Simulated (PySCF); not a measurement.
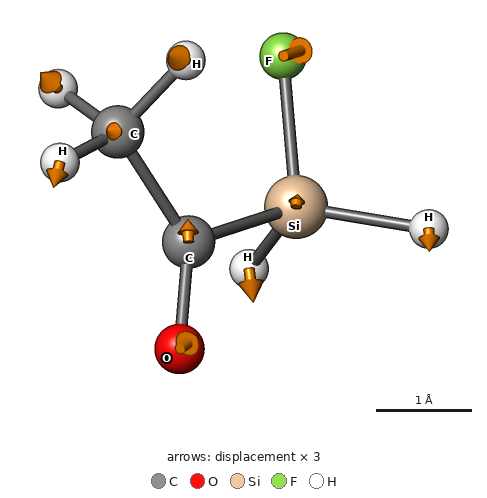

This is a relaxation of C2H5FOSi. The starting structure is drawn; orange arrows show the displacements, 3 times their true length. The two geometries are superimposed by the best rigid fit.

Style: ball-and-stick. Shown from a free direction.

The start comes from GFN2-xTB.

All numbers below come from PBE0-D3(BJ)/def2-SVP geometry optimisation, gas phase (PySCF 2.14.0, density-fitted response routines). 

Question: Atoms of which element are displaced furthest, and by how much?

Answer: Fluorine: up to 0.21 Å, against 0.14 Å for oxygen.

Question: Describe the change and its energy.

Answer: The largest move after the best rigid fit is that of the F atom, 0.21 Å. Largest moves by element: F 0.21 Å, O 0.14 Å, H 0.13 Å, C 0.09 Å, Si 0.05 Å. Among the contacts that change: H–Si 1.452 → 1.487 Å, F–Si 1.615 → 1.631 Å, C–H 1.088 → 1.099 Å, C–C 1.505 → 1.499 Å. Among the angles between lasting bonds that change: O–C–Si 120.4° → 113.7°, C–C–Si 117.4° → 122.8°, C–Si–F 105.6° → 110.9°. The energy falls by 2.06 kcal/mol in 7 geometry steps.
